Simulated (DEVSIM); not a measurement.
System: abrupt Si n-p junction, at 300 K.

```csv
layer (left to right),material,thickness (μm),Nd (cm⁻³),Na (cm⁻³),τn (s),τp (s)
1,Si,24.0,3.6e17,-,3.4e-7,3.4e-7
2,Si,35.0,-,9.6e13,3.4e-7,3.4e-7
```

Left contact: ohmic. Right contact: ohmic. Voltage is applied to the left contact. Recombination: SRH at mid-gap, Auger. Mobility is μmin + (μ − μmin)/(1 + (N/Nref)^α).

The device is made up for the run: typed textbook-type constants, with dimensions and the other settings drawn at random. Values at 300 K.

```tsv
parameter	Si
gap (eV)	1.124
affinity (eV)	4.05
permittivity	11.7
Nc (cm⁻³)	2.86e19
Nv (cm⁻³)	3.1e19
μn (cm²/Vs)	1417
μp (cm²/Vs)	470
μn,min	52
μp,min	45
Nref,n	9.7e16
Nref,p	2.2e17
αn	0.68
αp	0.72
Cn (cm⁶/s)	2.8e-31
Cp (cm⁶/s)	9.9e-32
```

Simulated with DEVSIM: 1D drift-diffusion, Boltzmann statistics, complete ionisation; no tunnelling, impact ionisation, image-force lowering or self-heating.

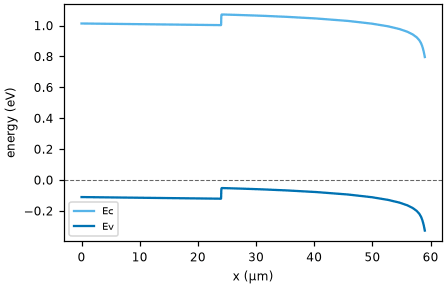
Figure: Band edges at -0.9 V on the left contact

Energies count from the Fermi level of the right contact; mesh points crowd at the junctions.

```csv
x (μm),Ec (eV),Ev (eV),n (cm⁻³),p (cm⁻³),field (V/cm)
0.000,1.013,-0.111,3.6e17,320,≈ 0
0.04820,1.013,-0.111,3.6e17,2.7e12,≈ 0
0.2020,1.013,-0.111,3.6e17,1.1e13,≈ 0
0.6550,1.013,-0.111,3.6e17,3.6e13,≈ 0
3.042,1.012,-0.112,3.6e17,1.7e14,≈ 0
9.185,1.009,-0.115,3.6e17,5.1e14,≈ 0
18.70,1.005,-0.119,3.6e17,1.2e15,≈ 0
22.84,1.003,-0.121,3.6e17,1.6e15,≈ 0
23.63,1.003,-0.121,3.6e17,1.7e15,≈ 0
23.90,1.003,-0.121,3.6e17,1.7e15,≈ 0
23.98,1.004,-0.120,3.4e17,1.9e15,2900
24.04,1.066,-0.058,3.1e16,2.0e16,3100
24.16,1.071,-0.053,2.5e16,2.5e16,≈ 0
24.53,1.071,-0.053,2.5e16,2.5e16,-11
26.48,1.069,-0.055,2.3e16,2.3e16,-12
31.51,1.062,-0.062,1.9e16,1.9e16,-15
45.85,1.030,-0.095,8.3e15,8.4e15,-36
54.64,0.977,-0.147,2.7e15,2.8e15,-110
58.05,0.905,-0.219,5.7e14,6.3e14,-520
58.70,0.848,-0.276,2.4e14,1.9e14,-1400
58.92,0.812,-0.312,1.1e14,1.1e14,-1900
59.00,0.796,-0.328,1200000,9.6e13,-1900
```
